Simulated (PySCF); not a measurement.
# C3H11N2PSi2 (SMILES N#C[SiH2]CCN[SiH2]P): what the fields show

```xyz
19

N    -4.6451    1.0113   -1.4065
C    -3.7667    0.6848   -0.7480
Si   -2.3500    0.1524    0.3467
C    -0.9401   -0.4194   -0.7902
C     0.1870   -1.1193   -0.0260
N     0.7739   -0.3152    1.0181
Si    1.8410    1.0001    0.7172
P     3.0278    0.3917   -1.0819
H    -2.0020    1.3231    1.1585
H    -2.8596   -0.9490    1.1720
H    -0.5143    0.4374   -1.3180
H    -1.3198   -1.1025   -1.5529
H     0.9920   -1.3745   -0.7252
H    -0.1855   -2.0515    0.4125
H     0.1694   -0.2354    1.8215
H     1.2119    2.2873    0.3665
H     2.5905    1.1516    1.9665
H     3.7919   -0.5555   -0.4239
H     3.9877    1.3716   -0.9141
```

Geometry: GFN2-xTB.

Theory: PBE0/pcSseg-1, SCF density, gas phase, non-relativistic in PySCF 2.14.0.

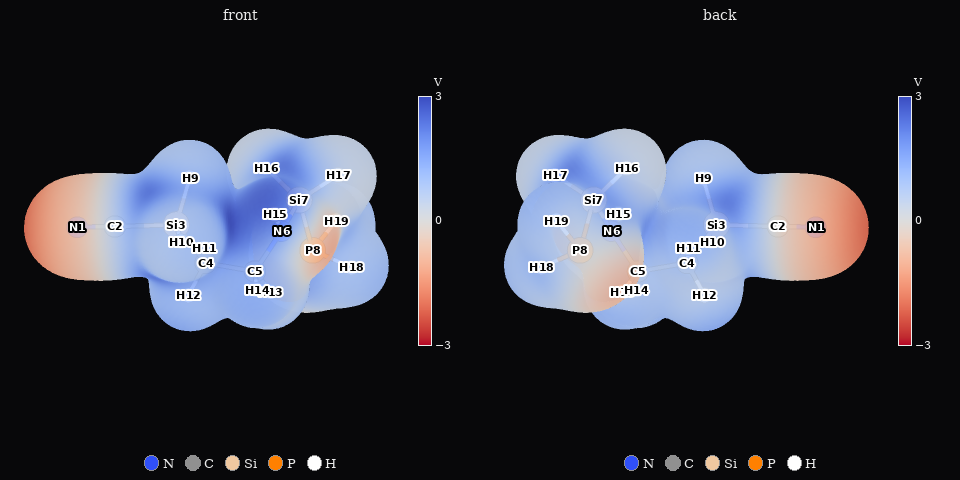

Figure 1. The molecular electrostatic potential painted on the density surface at 0.004 e/bohr³, seen from the front and from behind; the colour scale runs from red (negative) to blue (positive).

Question: Which sites attract a positive test charge, and which a negative one?

Answer: A positive charge is drawn to the negative regions and a negative charge to the positive ones. The most negative region (about −2.0 V) lies over N1, the most positive (about +2.7 V) over Si3 and H15. N1 is the likeliest acceptor of a hydrogen bond.

Question: How polar is the molecule by this calculation?

Answer: Its dipole moment is 4.28 D.

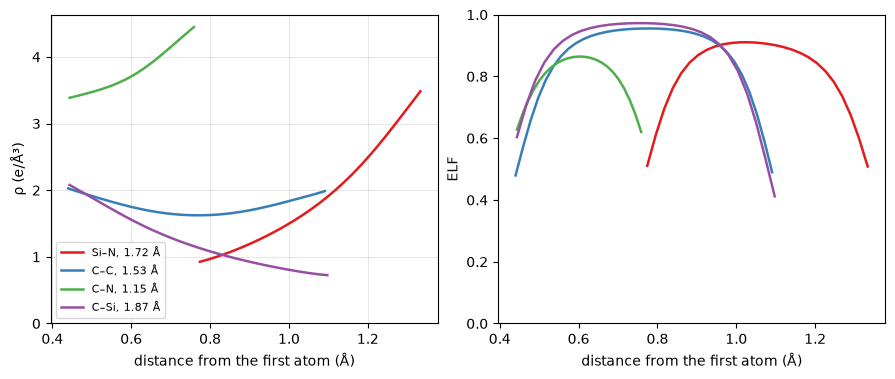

Figure 2. Total electron density and ELF along straight lines between neighbouring atoms. The curves leave out the atomic cores.

Question: Compare the contacts.

Answer: Si–N (1.72 Å): ρ at the midpoint is about 1.1 e/Å³; the ELF peaks at about 0.90 between the atoms: a shared but strongly polarised pair.
C–C (1.53 Å): ρ is about 1.6 e/Å³ halfway; the ELF peaks at about 0.95 between the atoms (a covalent bond).
C–N (1.15 Å): the density is about 3.6 e/Å³ at the midpoint; the ELF peaks at about 0.85 between the atoms; a multiple bond.
C–Si (1.87 Å): the density is about 0.88 e/Å³ at the midpoint; the ELF peaks at about 1 between the atoms; a covalent bond.
